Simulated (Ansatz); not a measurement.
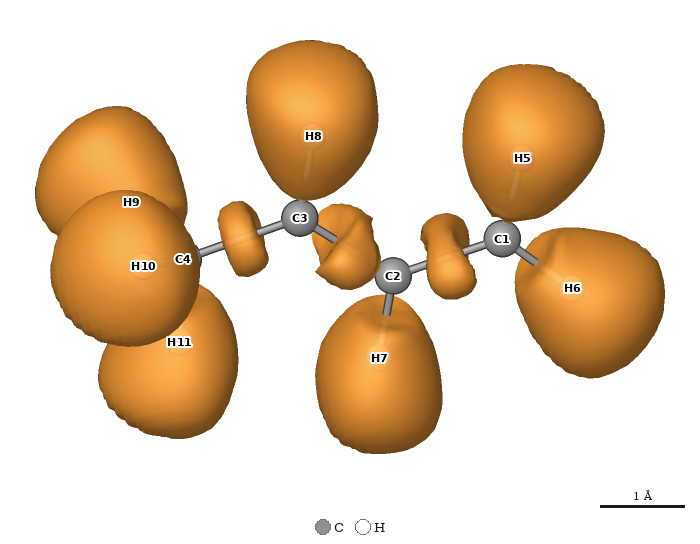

The picture shows: C4H7 (SMILES [CH2]/C=C/C) (doublet). Isosurface of the ELF at 0.8 (orange), seen at a tilt. Core shells and regions of very low density are left out.

Geometry: r2SCAN-D4/def2-SVP.

Level of theory: isolated molecule in a Gaussian basis; Kohn-Sham density functional theory, functional PBE0 (Ansatz).

```yaml
atoms:
  - { symbol: C, position_ang: [-0.0721, -1.2550, 2.0460] }
  - { symbol: C, position_ang: [-0.0329, 0.0975, 2.3567] }
  - { symbol: C, position_ang: [0.7190, 1.0562, 1.6827] }
  - { symbol: C, position_ang: [0.7505, 2.5038, 2.0294] }
  - { symbol: H, position_ang: [0.5143, -1.6583, 1.2145] }
  - { symbol: H, position_ang: [-0.6860, -1.9531, 2.6191] }
  - { symbol: H, position_ang: [-0.6430, 0.4453, 3.2029] }
  - { symbol: H, position_ang: [1.3344, 0.7257, 0.8349] }
  - { symbol: H, position_ang: [0.4243, 3.1331, 1.1810] }
  - { symbol: H, position_ang: [1.7738, 2.8406, 2.2781] }
  - { symbol: H, position_ang: [0.1013, 2.7317, 2.8888] }
```

**Where are the electrons localised?**

At this value the surface marks out three regions between bonded C–C atoms (shared pairs) and seven regions around hydrogen nuclei.

Values along the shortest contacts:
C–C (1.39 Å): the ELF peaks at about 0.95 between the atoms; a covalent bond. C–H (1.09 Å): the ELF climbs to about 1 towards the hydrogen, as it does in any bond to H; a covalent bond by its length.
